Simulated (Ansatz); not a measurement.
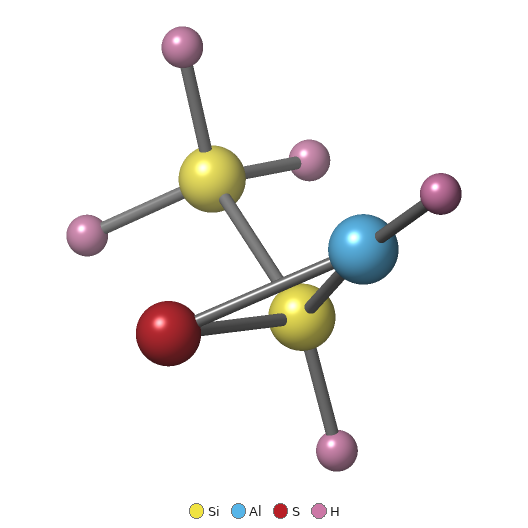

Every bond is drawn as one stick, whatever its order.

Describe the molecule.

It has 9 atoms: 1 aluminium, 5 hydrogen, 1 sulfur and 2 silicon (AlH5SSi2). As SMILES it reads `[SiH3][Si@H]1[AlH][S]1`. Among its groups: Si–H bond. This geometry has C1 symmetry. Coordination, clear cases only: 1 Si tetrahedral; 1 Al T-shaped.

More results for the same structure follow; atom numbers are the same in all pictures, views and colours differ. The computed structure is the end point of a PBE0-D4/def2-TZVP optimisation.

## Shape

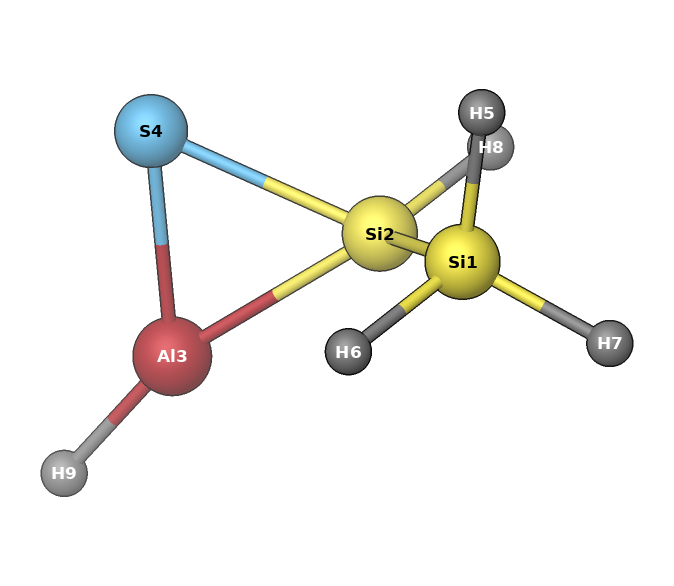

Si2 lies behind Si1. The molecule seen a little off the Si1–Si2 bond, Si1 in front. Depth is shown by fading: the farther an atom, the more it takes the colour of the background.

What is the torsion angle H5–Si1–Si2–S4? The sign is positive where the front bond must turn clockwise to cover the back bond.

Answer. −64°, synclinal (gauche). The bonds about Si1–Si2 are eclipsed.

## Thermal motion

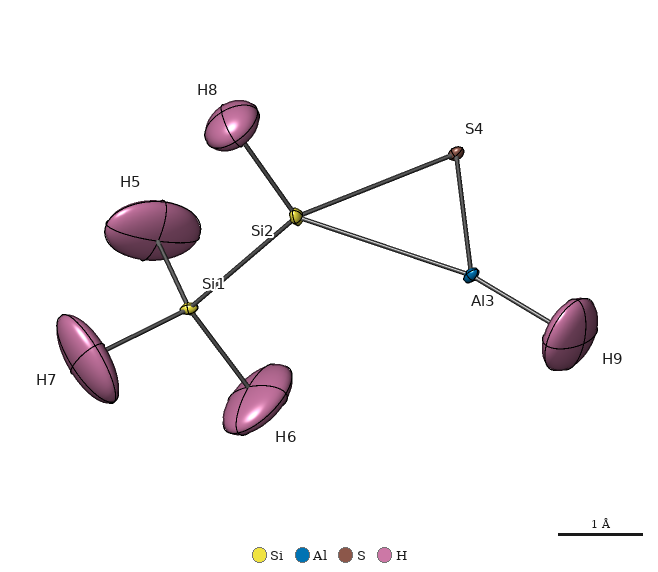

Displacement ellipsoids at the 50 % level, enlarged 1.5 times, from the internal vibrations of the free molecule (harmonic, no overall translation or rotation; no half-axis is drawn under 0.075 Å). Vibrations computed with RKS PBE0-D4/def2-TZVP (Ansatz 0.2.0). Temperature: 0 K (zero-point motion alone).

Which atom has the largest mean-square displacement?

Answer. H5, with U_eq = 0.0376 Å².

Does H5 move more along its bond or across it?

Answer. Across it: the root-mean-square amplitude is 0.092 Å along the bond and up to 0.267 Å across, since bending and torsion are softer than stretching.

Give the displacement parameters, one line for each set of equivalent atoms.

```tsv
atom	U_eq (Å²)	rms amplitudes (Å)
Si1	0.0012	0.021, 0.033, 0.047
Si2	0.0017	0.029, 0.044, 0.049
Al3	0.0013	0.025, 0.029, 0.050
S4	0.0011	0.022, 0.025, 0.047
H5	0.0376	0.092, 0.181, 0.267
H6	0.0367	0.089, 0.189, 0.258
H7	0.0365	0.094, 0.176, 0.264
H8	0.0207	0.098, 0.155, 0.169
H9	0.0298	0.097, 0.184, 0.215
```

## Electronic properties

Properties computed with RKS r2SCAN-D4/def2-TZVPP (Ansatz 0.2.0).

Computed properties:

- dipole moment: 1.81 D
- HOMO energy (Kohn–Sham orbital): −5.85 eV
- LUMO energy (Kohn–Sham orbital): −2.35 eV
- HOMO–LUMO gap: 3.50 eV
- dispersion correction: −5.8 kJ/mol

## Vibrations

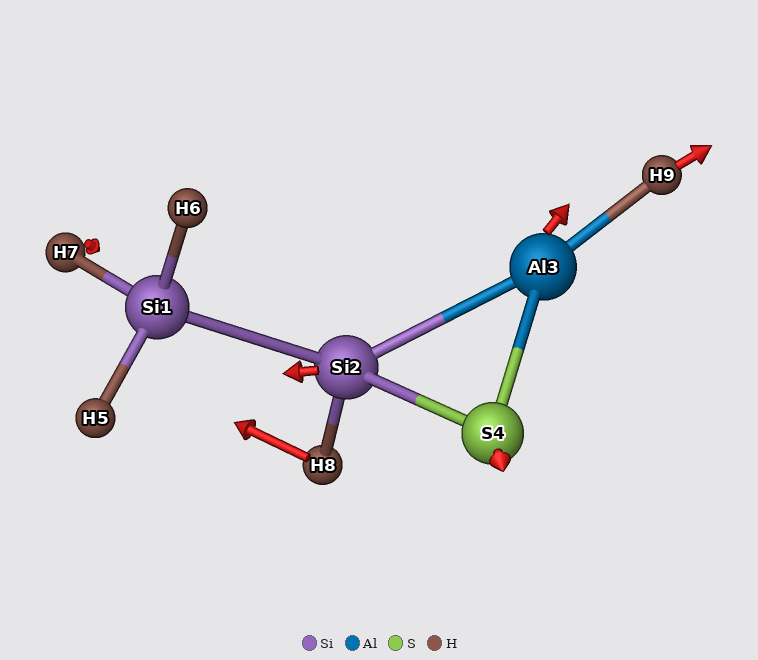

The arrows show one normal mode. Harmonic vibrations computed with RKS PBE0-D4/def2-TZVP (Ansatz 0.2.0) at a stationary point of the same level.

At what wavenumber does it lie?

Answer. 575 cm⁻¹; it is mode 11 of 21 counted from the lowest.
